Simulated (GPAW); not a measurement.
Consider YCo3B2 (P6/mmm).

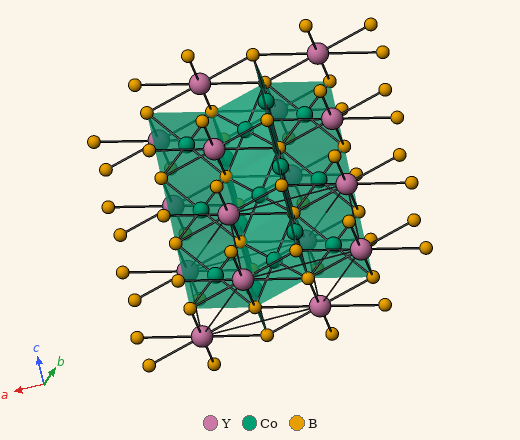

The structure (yttrium pink, cobalt teal, boron orange). 1×1×3 cells are drawn. Some periodic images of atoms are drawn too.

```cif
data_structure
_symmetry_space_group_name_H-M 'P 1'
_symmetry_Int_Tables_number 1
_cell_length_a 5.0330
_cell_length_b 5.0330
_cell_length_c 3.0380
_cell_angle_alpha 90.000
_cell_angle_beta 90.000
_cell_angle_gamma 120.000
_cell_volume 66.65
loop_
_atom_site_label
_atom_site_type_symbol
_atom_site_fract_x
_atom_site_fract_y
_atom_site_fract_z
_atom_site_occupancy
Y1 Y 0.00000 0.00000 0.00000 1
Co2 Co 0.00000 0.50000 0.50000 1
Co3 Co 0.50000 0.50000 0.50000 1
Co4 Co 0.50000 0.00000 0.50000 1
B5 B 0.66667 0.33333 0.00000 1
B6 B 0.33333 0.66667 0.00000 1
```

Absorber: atom 5, with 6 Co at 2.10 Å (distorted trigonal prismatic, site symmetry -6m2). Method: GPAW, LDA, excited-electron core hole (neutral cell), 18-atom cell with 5.9 Å between holes, 5×5×5 k points, dipole transitions, Gaussian full width 0.9 eV up to 4 eV, rising linearly to 3.5 eV at 25 eV.

Question: Predict the near-edge structure at the B K edge.

Main maxima up to 24 eV above the zero (height): 1.2 eV (1.44), 3.8 eV (2.11), 5.7 eV (1.77), 11.8 eV (1.03), 15.7 eV (1.12) and 20.1 eV (0.72). A K edge sees empty p states on the absorber. The total-energy difference is 184.97 eV. The functional leaves an error in such absolute values: in the free atom LDA prices this hole 2.2 eV below PBE (computed apart), and PBE is itself good to a few eV.

The B K spectrum (energy from the lowest empty level; intensity scaled to a mean of 1 over the first 20 eV; polarised curves are means over the symmetry-equivalent atoms):

```csv
E (eV),isotropic,ε ⊥ c,ε ∥ c
-2.0,0.00,0.00,0.00
-0.5,0.10,0.11,0.09
1.0,1.41,1.52,1.21
2.5,1.13,1.04,1.33
4.0,2.06,2.41,1.35
5.5,1.74,1.90,1.43
7.0,0.87,1.05,0.52
8.5,0.28,0.33,0.17
10.0,0.54,0.43,0.77
11.5,1.01,0.54,1.94
13.0,0.90,0.65,1.40
14.5,0.95,0.88,1.10
16.0,1.10,1.15,0.99
17.5,0.72,0.77,0.62
19.0,0.66,0.73,0.54
20.5,0.71,0.82,0.51
22.0,0.59,0.63,0.52
23.5,0.51,0.52,0.49
25.0,0.47,0.52,0.37
26.5,0.44,0.49,0.33
28.0,0.47,0.51,0.39
29.5,0.45,0.47,0.41
31.0,0.36,0.36,0.38
```

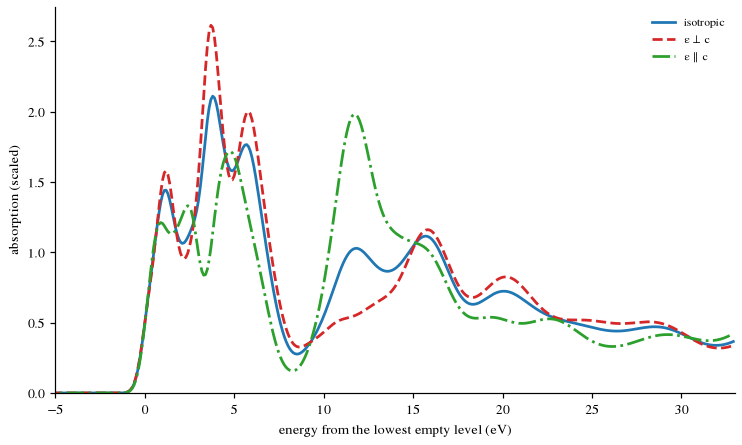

The B K edge.

The hole lies in one spin channel, while the script sums the empty states of both and takes the lower zero; where the two channels are split, this blurs and shifts the curve. The starting moments shrank to 0.00 μB or less, so this is hardly a magnetic state. The holes are only 5.9 Å apart, so the shape is probably not converged with cell size; no larger cell was run here. Lifetime broadening is put in by hand, and intensities beyond about 20 eV depend on it and on the partial waves; weight that the partial waves miss at high energy is lost. The structure is a published determination, not relaxed.

[Banner, clock and machine lines of the logs are left out without a mark of their own.]

[Logs are printed without paths, hosts, clocks, repeated set-up lines and the standing remarks that a program may print on its own settings, such as how far it seeks lower states.]

[Hosts, paths, dates, database ids (printed as entryN), source tags and the programs' standing remarks are cut or masked in the printed files.]

[Lists of maxima count a maximum above −3 eV only where it reaches 4 % of the highest in the window and stands out from its surroundings by 2 % of it (1.5 % where it reaches 55 %); shoulders and weaker maxima are passed over, and of the rest the first, up to two pre-edge ones and the few strongest are named.]
